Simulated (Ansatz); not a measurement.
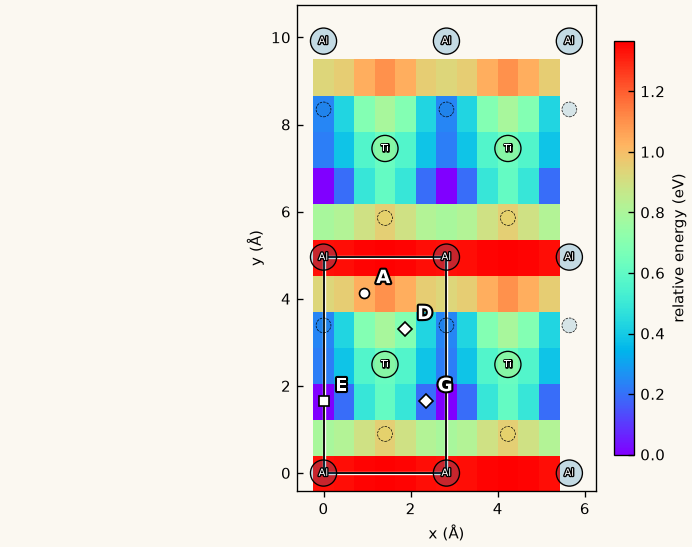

Cl on a TiAl(101) slab cut from the P4/mmm phase, its upper half relaxed before the scan (12 atoms of substrate and one adsorbate in a 2 × 1 cell). Cl is moved over the surface cell; relaxed at each place: the height of the adsorbate's atoms; substrate rigid; the origin of the map has the adsorbate above Al11. Places are given modulo a cell vector. The map is drawn in real space over the plane of the surface. The grid has 6 × 6 points; 24 points were computed and 12 follow by symmetry. Places are given in fractions of the 1 × 1 surface cell. Energies: eV, counted from the lowest grid point. Theory: DFT PBE, scalar-relativistic, plane waves, PAW in Ansatz. Settings: cutoff 420 eV, k-mesh 5×6×1, gaussian smearing 0.1 eV, no spin polarisation.

In the figure: one coloured cell a grid point, labelled circles for the atoms of the top layer and small ones for the second layer, the outline of one cell of the 2 × 2 shown, lettered points.

Q: What kind of point is each of A, D, E: minimum, saddle, maximum or slope?

A: A: on a slope; D: on a slope; E: minimum. (In these two coordinates alone; a stationary point may lie a little off the grid point.)

Q: Rank the lettered points by energy, lowest first.

A: E (0.00 eV), G (0.20 eV), D (0.69 eV), A (1.04 eV).

PAW datasets: the set soft_1.
